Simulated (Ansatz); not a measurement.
# SiAsH₃ (triplet): RPA-PBE over vertical spin and charge gaps, cc-pVTZ

Aim: run SiAsH₃ (triplet) with these functionals over vertical spin and charge gaps, and hold them against the top wave-function level at the same points.

Computed with Ansatz 0.2.0, Gaussian basis. Level: cc-pVTZ, all electrons in the functionals, frozen cores in the correlation of double hybrids and RPA.

The runs, in order: RPA-PBE, at charge 0, triplet; charge 0, singlet; charge 0, quintet; charge 1, doublet; charge 1, quartet.

7 further runs of the same task are left out: 1 for a known fault of the program, 6 set aside as unsound or not needed.

## 1. The system

The geometry is a PBE0/def2-TZVP stationary point (not a proven minimum). No spin-orbit coupling is included. The filled d shell of As may be among the frozen orbitals whatever the setting's name suggests; the logs give the count.

5 atoms, charge 0, spin multiplicity 3.

Atoms are counted from 1 here; the program's logs count them from 0.

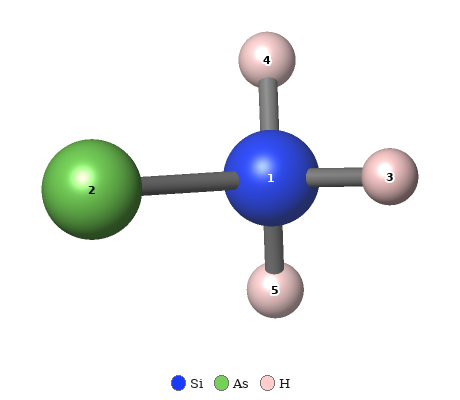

The geometry (silicon blue, arsenic green, hydrogen pink); atoms are numbered from 1 in the order of the file.

No dispersion term is added.

The geometry shown and the zero of energy belong to the point charge 0, triplet. The yardstick, UCCSDT(Q), and other wave-function levels (R restricted, U unrestricted, valence and pair active spaces) come from earlier runs.

## 2. RPA-PBE, charge 0, triplet

Contents of in.yaml:

```yaml
crystal:
  periodic: [false, false, false]
  atoms:
    - {symbol: Si, position_ang: [-1.650542, -0.011519, 0.004128]}
    - {symbol: As, position_ang: [0.706158, 0.004928, -0.001766]}
    - {symbol: H, position_ang: [-2.175948, 1.381149, 0.007507]}
    - {symbol: H, position_ang: [-2.158302, -0.715039, 1.213602]}
    - {symbol: H, position_ang: [-2.164376, -0.711463, -1.204855]}
basis:
  gaussian: {orbitals: cc-pVTZ}
magnetization: {spin_polarized: true, initial_magnetization: 2}
hamiltonian: {xc: {name: PBE}}
correlation: {method: rpa, electrons: outside_noble_gas}
```

On the command line:

```bash
$ ansatz run in.yaml --threads 2 --pin off --events-out ev --progress --plain --max-ram 24576MiB --backend cuda --devices 0, --max-vram 18GiB
```

The program printed:

```text
Functional definition: PBE
  name "PBE"
  cite "Perdew, Burke & Ernzerhof, Phys. Rev. Lett. 77, 3865 (1996) doi:10.1103/PhysRevLett.77.3865"
  parent pbe
  parameter kappa = 0.804
  parameter beta = 0.06672455060314922
  exchange = pbe_x(kappa = kappa, mu = beta*pi^2/3)
  correlation = pbe_c(beta = beta)
717 factors; integrals over basis functions are off by at most 6.7e-4 eV
mean field evaluation 1: about -68753.2897 eV, gradient 1.4e1 eV
mean field evaluation 2: about -68753.2816 eV, gradient 1.4e1 eV
mean field evaluation 4: about -68754.4883 eV, gradient 3.9e0 eV
mean field evaluation 8: about -68754.6020 eV, gradient 3.8e-2 eV
mean field evaluation 16: about -68754.6020 eV, gradient 8.6e-6 eV
mean field -68754.60199182 eV, -2526.6850196564 hartree, gradient 3.3e-6 eV, S^2 2.004469; 0 other end points of the search recorded, 0 dependent functions left out
19 core orbitals not correlated: weight in the atoms' cores, before any rotation towards them, 1.000 or more for the frozen orbitals, at most 0.000 for the correlated occupied ones
reference -68705.88062629 eV, -2524.8945424975 hartree; 7, 5 occupied and 93, 95 virtual orbitals, 717 factors
Total energy: -68718.12954333 eV, -2525.3446818962 hartree
```

Run time: 3.6 s. Hardware: 1 × H100 (card shared with other runs) with 2 threads of AMD EPYC 7R13, shared host; peak host memory 0.85 GiB.

From the report: ⟨S²⟩ of the determinant 2.004 (pure triplet: 2.00).

## 3. RPA-PBE, charge 0, singlet

in.yaml, as its differences from that of step 2:

```diff
@@ -10,3 +10,3 @@
   gaussian: {orbitals: cc-pVTZ}
-magnetization: {spin_polarized: true, initial_magnetization: 2}
+magnetization: {spin_polarized: true, initial_magnetization: 0}
 hamiltonian: {xc: {name: PBE}}
```

On the command line:

```bash
$ ansatz run in.yaml --threads 1 --pin off --events-out ev --progress --plain --max-ram 4096MiB --backend cpu
```

The program printed, cut to the lines that bear on the results:

```text
Functional definition: PBE
  name "PBE"
  cite "Perdew, Burke & Ernzerhof, Phys. Rev. Lett. 77, 3865 (1996) doi:10.1103/PhysRevLett.77.3865"
  parent pbe
[...]
717 factors; integrals over basis functions are off by at most 6.7e-4 eV
[...]
mean field -68754.29211159 eV, -2526.6736317677 hartree, gradient 5.0e-6 eV, S^2 1.005563; 12 other end points of the search recorded, 0 dependent functions left out
19 core orbitals not correlated: weight in the atoms' cores, before any rotation towards them, 1.000 or more for the frozen orbitals, at most 0.000 for the correlated occupied ones
reference -68705.40231259 eV, -2524.8769647934 hartree; 6, 6 occupied and 94, 94 virtual orbitals, 717 factors
Total energy: -68717.82633772 eV, -2525.3335392956 hartree
```

It took 45 s on 1 thread of AMD EPYC 7R13, shared host; peak memory 0.28 GiB.

From the report: ⟨S²⟩ of the determinant 1.006 (pure singlet: 0.00). The determinant is far from a pure spin state, so its energy mixes those of several spin states (harmless only where they are near-degenerate, as at dissociation).

From charge 0, triplet: +7.0 kcal/mol.

## 4. RPA-PBE, charge 0, quintet

in.yaml, as its differences from that of step 3:

```diff
@@ -10,3 +10,3 @@
   gaussian: {orbitals: cc-pVTZ}
-magnetization: {spin_polarized: true, initial_magnetization: 0}
+magnetization: {spin_polarized: true, initial_magnetization: 4}
 hamiltonian: {xc: {name: PBE}}
```

On the command line:

```bash
$ ansatz run in.yaml --threads 2 --pin off --events-out ev --progress --plain --max-ram 24576MiB --backend cuda --devices 0, --max-vram 18GiB
```

The program printed, cut to the lines that bear on the results:

```text
Functional definition: PBE
  name "PBE"
  cite "Perdew, Burke & Ernzerhof, Phys. Rev. Lett. 77, 3865 (1996) doi:10.1103/PhysRevLett.77.3865"
  parent pbe
[...]
717 factors; integrals over basis functions are off by at most 6.7e-4 eV
[...]
a density is far from that of the atoms, so the factors are made again for it
738 factors; integrals over basis functions are off by at most 6.6e-4 eV
[...]
mean field -68749.15096978 eV, -2526.4846982912 hartree, gradient 1.5e-6 eV, S^2 6.002551; 5 other end points of the search recorded, 0 dependent functions left out
19 core orbitals not correlated: weight in the atoms' cores, before any rotation towards them, 0.999 or more for the frozen orbitals, at most 0.000 for the correlated occupied ones
reference -68700.41917966 eV, -2524.6938380360 hartree; 8, 4 occupied and 92, 96 virtual orbitals, 738 factors
Total energy: -68712.46681870 eV, -2525.1365806044 hartree
```

Run time: 14 s. Hardware: 1 × H100 (card shared with other runs) with 2 threads of AMD EPYC 7R13, shared host; peak host memory 0.85 GiB.

From the report: ⟨S²⟩ of the determinant 6.003 (pure quintet: 6.00).

From charge 0, triplet: +130.6 kcal/mol.

## 5. RPA-PBE, charge 1, doublet

in.yaml, as its differences from that of step 4:

```diff
@@ -10,3 +10,4 @@
   gaussian: {orbitals: cc-pVTZ}
-magnetization: {spin_polarized: true, initial_magnetization: 4}
+total_charge: 1
+magnetization: {spin_polarized: true, initial_magnetization: 1}
 hamiltonian: {xc: {name: PBE}}
```

Same command.

The program printed, cut to the lines that bear on the results:

```text
Functional definition: PBE
  name "PBE"
  cite "Perdew, Burke & Ernzerhof, Phys. Rev. Lett. 77, 3865 (1996) doi:10.1103/PhysRevLett.77.3865"
  parent pbe
[...]
717 factors; integrals over basis functions are off by at most 6.7e-4 eV
[...]
mean field -68745.49620941 eV, -2526.3503883250 hartree, gradient 2.3e-9 eV, S^2 0.755608; 10 other end points of the search recorded, 0 dependent functions left out
19 core orbitals not correlated: weight in the atoms' cores, before any rotation towards them, 1.000 or more for the frozen orbitals, at most 0.000 for the correlated occupied ones
reference -68696.65292725 eV, -2524.5554308125 hartree; 6, 5 occupied and 94, 95 virtual orbitals, 717 factors
Total energy: -68708.82539040 eV, -2525.0027605826 hartree
```

It took 14 s on 1 × H100 (card shared with other runs) with 2 threads of AMD EPYC 7R13, shared host; peak host memory 0.84 GiB.

From the report: ⟨S²⟩ of the determinant 0.756 (pure doublet: 0.75).

From charge 0, triplet: +214.6 kcal/mol.

## 6. RPA-PBE, charge 1, quartet

in.yaml, as its differences from that of step 5:

```diff
@@ -11,3 +11,3 @@
 total_charge: 1
-magnetization: {spin_polarized: true, initial_magnetization: 1}
+magnetization: {spin_polarized: true, initial_magnetization: 3}
 hamiltonian: {xc: {name: PBE}}
```

The command is unchanged.

The program printed, cut to the lines that bear on the results:

```text
Functional definition: PBE
  name "PBE"
  cite "Perdew, Burke & Ernzerhof, Phys. Rev. Lett. 77, 3865 (1996) doi:10.1103/PhysRevLett.77.3865"
  parent pbe
[...]
717 factors; integrals over basis functions are off by at most 6.7e-4 eV
[...]
mean field -68744.80926641 eV, -2526.3251436353 hartree, gradient 3.7e-6 eV, S^2 3.751797; 4 other end points of the search recorded, 0 dependent functions left out
19 core orbitals not correlated: weight in the atoms' cores, before any rotation towards them, 1.000 or more for the frozen orbitals, at most 0.000 for the correlated occupied ones
reference -68696.97151268 eV, -2524.5671386112 hartree; 7, 4 occupied and 93, 96 virtual orbitals, 717 factors
Total energy: -68708.15589374 eV, -2524.9781570342 hartree
```

Wall time 3.4 s (1 × H100 (card shared with other runs) with 2 threads of AMD EPYC 7R13, shared host); peak host memory 0.85 GiB.

From the report: ⟨S²⟩ of the determinant 3.752 (pure quartet: 3.75).

From charge 0, triplet: +230.0 kcal/mol.

## 7. Against the wave-function levels

The yardstick is UCCSDT(Q), where the cluster series has nearly closed. It comes from earlier runs at the same points. Energies in kcal/mol, counted from charge 0, triplet; blanks weren't run or aren't comparable.

```csv
level,triplet to singlet,triplet to quintet,ionisation to the doublet cation,ionisation to the quartet cation
UCCSDT(Q),,,213.4,223.8
RPA-PBE,7.0,130.6,214.6,230.0
```

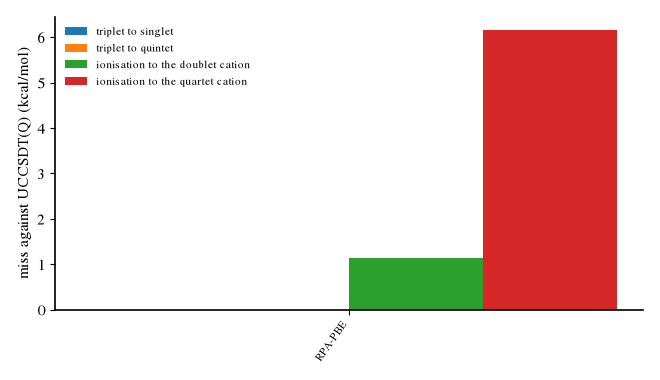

Misses of the gaps against UCCSDT(Q).

Largest miss and mean time a point (UCCSDT(Q) took 35 s a point; shared hosts):

```csv
level,largest miss (kcal/mol),where,time a point
RPA-PBE,+6.1,ionisation to the quartet cation,16 s
```

## 8. What came out

| quantity | value |
| --- | --- |
| ionisation to the doublet cation, UCCSDT(Q) | 213.4 kcal/mol |
| ionisation to the quartet cation, UCCSDT(Q) | 223.8 kcal/mol |
| largest miss, RPA-PBE | +6.1 kcal/mol (ionisation to the quartet cation) |

In words: Misses are known at 2 of 4 points at best, and only functionals with that many are ranked. RPA-PBE strays by up to 6.1 kcal/mol, at ionisation to the quartet cation. RPA-PBE clearly breaks the spin symmetry at some points (⟨S²⟩ up to 1.01 above the pure value), so energy there is bought with a mixed spin. Functionals and the yardstick converge differently with the basis, so part of each miss in cc-pVTZ is the basis. The program flags that the yardstick's amplitudes may have other solutions at some points.
